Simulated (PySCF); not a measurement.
# C7H11Al: circular dichroism and optical rotation, excited states

What do calculations give for the circular dichroism and optical rotation, excited states of C7H11Al (`C#C[C@@H]1[AlH][CH2]C[C@@H]1C`)?

Computed with PySCF 2.14.0 and routines of our own; the level stands in each step. Atoms count from 0.

## Step 1: The starting structure

19 atoms, charge 0, multiplicity 1; geometry from: GFN2-xTB.

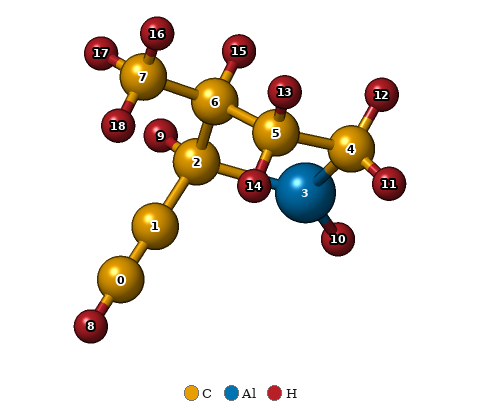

The starting geometry (carbon amber, aluminium blue, hydrogen red); sticks join atoms by distance alone.

## Step 2: Circular dichroism and optical rotation: TDDFT PBE0/def2-SVPD

What the job is given:

```
{"job": {"kind": "ecd", "xc": "PBE0", "basis": "def2-SVPD", "nstates": 8}, "charge": 0, "multiplicity": 1}
C      2.419876     1.427518     0.809240
C      1.496826     1.196909     0.077792
C      0.385496     0.901181    -0.800580
Al    -1.281162     1.775256    -0.077402
C     -2.059036     0.163423     0.805282
C     -0.807314    -0.740431     0.713333
C     -0.103172    -0.565051    -0.644269
C      1.036218    -1.566252    -0.808733
H      3.224108     1.643472     1.447587
H      0.725441     1.062476    -1.831884
H     -1.714652     3.250012    -0.162021
H     -2.403188     0.218652     1.843531
H     -2.880942    -0.308626     0.248580
H     -1.068372    -1.793280     0.852823
H     -0.096804    -0.467235     1.499189
H     -0.849142    -0.746819    -1.432989
H      0.666855    -2.587106    -0.724101
H      1.509743    -1.451271    -1.782050
H      1.789417    -1.403578    -0.040789
```

Level: TDDFT PBE0/def2-SVPD circular dichroism and optical rotation, one conformer, gas phase.

The run is started by

```console
> OMP_NUM_THREADS=1 python excited_run.py task.json out
```

This one command runs all jobs of the session in turn.

Standard output:

```text
coarse grid: 16048 points
cycle   1  E = -514.8499464918  dE =  7.846e-01  |g| = 5.184e-01  |ddm| = 1.036e+01
cycle   2  E = -514.8295910407  dE =  2.036e-02  |g| = 5.848e-01  |ddm| = 2.615e+00
cycle   3  E = -514.9270788538  dE = -9.749e-02  |g| = 7.568e-02  |ddm| = 1.304e+00
cycle   4  E = -514.9278782036  dE = -7.993e-04  |g| = 5.305e-02  |ddm| = 2.440e-01
cycle   5  E = -514.9285369212  dE = -6.587e-04  |g| = 1.620e-02  |ddm| = 9.333e-02
cycle   6  E = -514.9286031944  dE = -6.627e-05  |g| = 3.788e-03  |ddm| = 3.729e-02
cycle   7  E = -514.9286069513  dE = -3.757e-06  |g| = 5.353e-04  |ddm| = 1.217e-02
final grid: 149440 points
cycle   8  E = -515.0070923737  dE = -5.975e-05  |g| = 8.047e-03  |ddm| = 2.018e-01
cycle   9  E = -515.0070829317  dE =  9.442e-06  |g| = 9.973e-03  |ddm| = 3.608e-02
cycle  10  E = -515.0071097103  dE = -2.678e-05  |g| = 1.789e-03  |ddm| = 1.745e-02
cycle  11  E = -515.0071104741  dE = -7.639e-07  |g| = 4.865e-04  |ddm| = 3.530e-03
cycle  12  E = -515.0071105305  dE = -5.637e-08  |g| = 1.491e-04  |ddm| = 1.211e-03
cycle  13  E = -515.0071105361  dE = -5.632e-09  |g| = 3.495e-05  |ddm| = 4.449e-04
cycle  14  E = -515.0071105365  dE = -3.236e-10  |g| = 5.838e-06  |ddm| = 1.315e-04
converged SCF energy = -515.0071105365

Singlet excitations and rotatory strengths (1e-40 esu^2 cm^2)
state   eV       nm     f(len)   f(vel)    R(len)    R(vel)   main configurations
  1   4.2008   295.1  0.01567  0.01669    17.312    17.407   H->L 0.97
  2   5.0175   247.1  0.00348  0.00393   -28.757   -29.545   H-2->L 0.68, H-1->L 0.30
  3   5.2742   235.1  0.00136  0.00164     3.908     4.390   H-1->L 0.68, H-2->L 0.31
  4   5.6754   218.5  0.01478  0.01658   -26.953   -29.460   H->L+1 0.84
  5   6.1864   200.4  0.00740  0.00839    -9.186   -10.354   H->L+3 0.38, H->L+4 0.35, H->L+1 0.11
  6   6.3998   193.7  0.01023  0.01087    22.882    25.305   H->L+2 0.56, H-3->L 0.35
  7   6.4384   192.6  0.04964  0.05126   -27.921   -28.827   H-3->L 0.52, H->L+2 0.34
  8   6.5645   188.9  0.00571  0.00571     8.850     9.579   H-1->L+1 0.28, H->L+4 0.27, H->L+3 0.13

Specific rotation (deg / (dm g/mL))
    nm     length   length(OI)   velocity    alpha(len)  alpha(vel)
  633.0     -42.73     -41.63     -24.51      108.697    109.229
  589.3     -45.83     -44.52     -24.72      109.234    109.778
  546.0     -47.00     -45.42     -22.28      109.915    110.474
  436.0       6.44       9.24      45.77      112.853    113.484
  405.0      91.00      94.36     136.74      114.276    114.945
  365.0     458.29     462.34     514.91      116.966    117.716
  355.0     682.62     686.69     742.69      117.894    118.675
```

Run time: 1.7 min. Hardware: 1 thread of Arm Neoverse V2, shared host; peak memory 1.1 GiB.

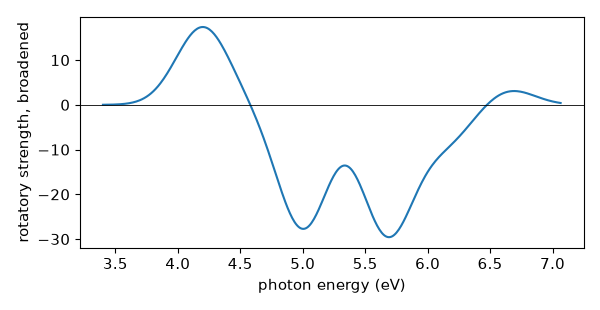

Circular dichroism: velocity-form rotatory strengths under Gaussians of 0.3 eV half-width at 1/e.

## Step 3: Excited states: TDA PBE0/def2-SVP

Settings changed since step 2:

```diff
@@ -1,2 +1,2 @@
-{"job": {"kind": "ecd", "xc": "PBE0", "basis": "def2-SVPD", "nstates": 8}, "charge": 0, "multiplicity": 1}
+{"job": {"kind": "states", "xc": "PBE0", "basis": "def2-SVP", "tda": true, "soc": true, "nstates": 5, "ntriplets": 5, "nquad": 4}, "charge": 0, "multiplicity": 1}
 C      2.419876     1.427518     0.809240
```

Method: TDA PBE0/def2-SVP excited states, vertical, gas phase, spin-orbit mean-field couplings.

Standard output:

```text
coarse grid: 16048 points
cycle   1  E = -514.8382054349  dE =  7.954e-01  |g| = 5.061e-01  |ddm| = 4.569e+00
cycle   2  E = -514.8256060472  dE =  1.260e-02  |g| = 5.514e-01  |ddm| = 1.293e+00
cycle   3  E = -514.9124410249  dE = -8.683e-02  |g| = 6.943e-02  |ddm| = 7.152e-01
cycle   4  E = -514.9131302130  dE = -6.892e-04  |g| = 4.793e-02  |ddm| = 1.185e-01
cycle   5  E = -514.9136649490  dE = -5.347e-04  |g| = 1.614e-02  |ddm| = 5.437e-02
cycle   6  E = -514.9137308224  dE = -6.587e-05  |g| = 3.576e-03  |ddm| = 1.826e-02
cycle   7  E = -514.9137342435  dE = -3.421e-06  |g| = 4.520e-04  |ddm| = 5.285e-03
final grid: 149440 points
cycle   8  E = -514.9921318432  dE = -4.584e-05  |g| = 8.080e-03  |ddm| = 4.996e-02
cycle   9  E = -514.9921227922  dE =  9.051e-06  |g| = 9.949e-03  |ddm| = 2.067e-02
cycle  10  E = -514.9921494398  dE = -2.665e-05  |g| = 1.762e-03  |ddm| = 1.197e-02
cycle  11  E = -514.9921501986  dE = -7.588e-07  |g| = 4.290e-04  |ddm| = 1.912e-03
cycle  12  E = -514.9921502431  dE = -4.451e-08  |g| = 1.244e-04  |ddm| = 5.507e-04
cycle  13  E = -514.9921502470  dE = -3.964e-09  |g| = 2.734e-05  |ddm| = 1.708e-04
cycle  14  E = -514.9921502472  dE = -2.003e-10  |g| = 4.729e-06  |ddm| = 4.933e-05
converged SCF energy = -514.9921502472

Singlet excitations
state   eV       nm        f     d(h-e)  d(exc)  Lambda  PR(NTO)  |dmu|/D   mu/D   main configurations
  1   4.2145   294.2   0.01942   1.862   3.467   0.429   1.015    6.021    5.373   H->L 0.97
  2   5.0478   245.6   0.00626   0.895   3.052   0.415   1.010    2.862    3.277   H-2->L 0.76, H-1->L 0.21
  3   5.2392   236.6   0.00092   2.727   3.847   0.331   1.007    8.502    7.655   H-1->L 0.77, H-2->L 0.22
  4   5.9831   207.2   0.01666   0.647   3.152   0.518   1.088    2.083    1.159   H->L+1 0.75, H->L+3 0.16
  5   6.4166   193.2   0.00967   1.788   3.524   0.420   1.317                     H-3->L 0.83, H->L+3 0.11

Triplet excitations (Tamm-Dancoff)
state   eV     d(h-e)  d(exc)  Lambda  PR(NTO)   main configurations
  1   3.8405   1.725   3.378   0.432   1.021   H->L 0.96
  2   4.6602   0.937   2.914   0.426   1.026   H-2->L 0.82, H-1->L 0.15
  3   5.1032   2.393   3.663   0.345   1.090   H-1->L 0.75, H-2->L 0.14
  4   5.3987   0.274   2.556   0.577   1.509   H->L+1 0.33, H->L+4 0.19, H-1->L+3 0.14
  5   5.6450   0.653   2.847   0.543   1.426   H->L+1 0.36, H-1->L+3 0.19, H->L+3 0.15
S1 - T1 = 0.3740 eV

Spin-orbit couplings |<S|Hso|T>| (cm-1)
             T1       T2       T3       T4       T5
S0       30.813   38.264    4.592   10.011    6.527
S1        2.330   13.442   10.982    6.830    0.663
S2       12.829    1.418    3.315    3.444    3.236
S3       11.797    3.851    0.887    2.115    1.014
S4        3.689    1.598    1.067    1.755    1.487
S5        5.062    7.491    5.595    1.554    1.616
T1 sublevels (cm-1): 0.000 0.010 0.032   radiative rates (1/s): 91.3 4.04 486
```

Run time: 27 s. Hardware: 1 thread of Arm Neoverse V2, shared host; peak memory 0.82 GiB.

Key values:

```tsv
quantity	value
S1 less T1	0.37 eV
```

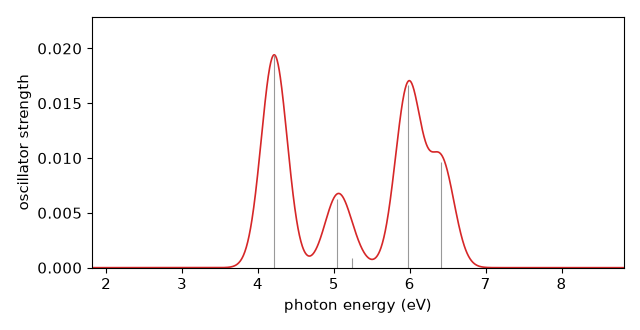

Absorption lines of the singlets. Lines are broadened to a width of 0.40 eV (Gaussian).

## Step 4: What came out

```
                                                                                 quantity                                                          value
state of largest rotatory strength (velocity form) among 8 (step 2, TDDFT PBE0/def2-SVPD)  5.02 eV, R = -29.5 (velocity), -28.8 (length) ·10⁻⁴⁰ esu² cm²
                             specific rotation at 633.0 nm (step 2, TDDFT PBE0/def2-SVPD)                               -24.5 (velocity), -42.7 (length)
                                                   S1 less T1 (step 3, TDA PBE0/def2-SVP)                                                        0.37 eV
```

Rotations belong to one conformer. The length form depends on the origin in a finite basis. In step 3, the number of triplets below S1 is 1, and the largest singlet-triplet spin-orbit coupling is S0–T2, 38.26 cm⁻¹. The geometry comes from tight binding, which is rough for metal atoms, and these values hang on it.
